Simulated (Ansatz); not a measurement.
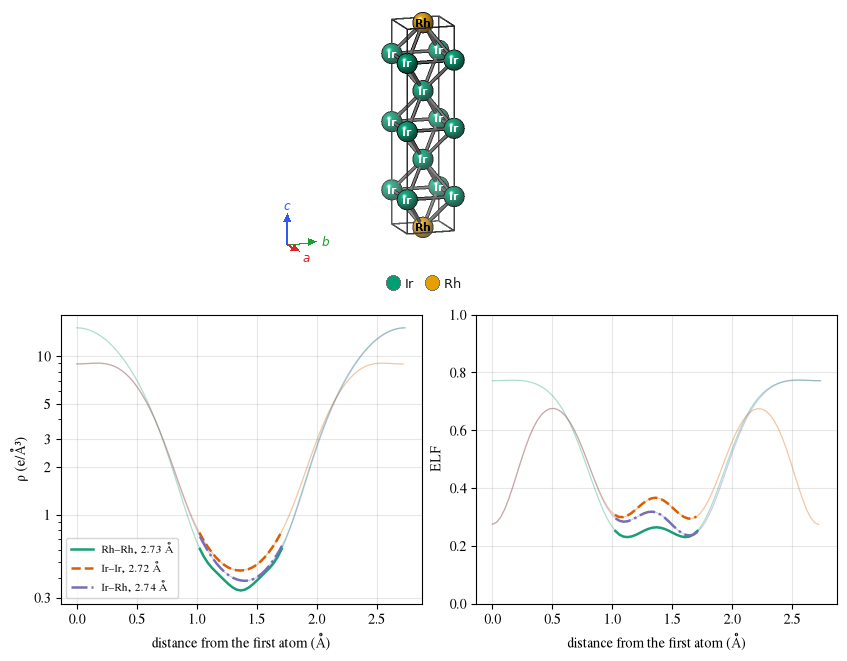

The picture shows: Ir5Rh. Valence electron density and electron localisation function along straight lines between neighbouring atoms. Thin, pale parts lie inside the atomic spheres. The structure is drawn too.

Space group P4/mmm; a structure generated by program, which may or may not match a known phase; computed without spin polarisation.

All numbers below come from Ansatz, DFT PBE, scalar-relativistic, plane waves, PAW.

The density is the valence pseudo-density of a PAW calculation; it isn't the true density close to the nuclei.

**What can be read from the curves?**

Rh–Rh (2.73 Å): the density is about 0.33 e/Å³ at the midpoint; the ELF is about 0.25 at the midpoint (no shared electron pair shows on this line).
Ir–Ir (2.72 Å): ρ at the midpoint is about 0.44 e/Å³; the ELF is about 0.35 at the midpoint (no localised pair shows between them).
Ir–Rh (2.74 Å): ρ is about 0.38 e/Å³ halfway; the ELF is about 0.30 at the midpoint: no localised pair shows between them.
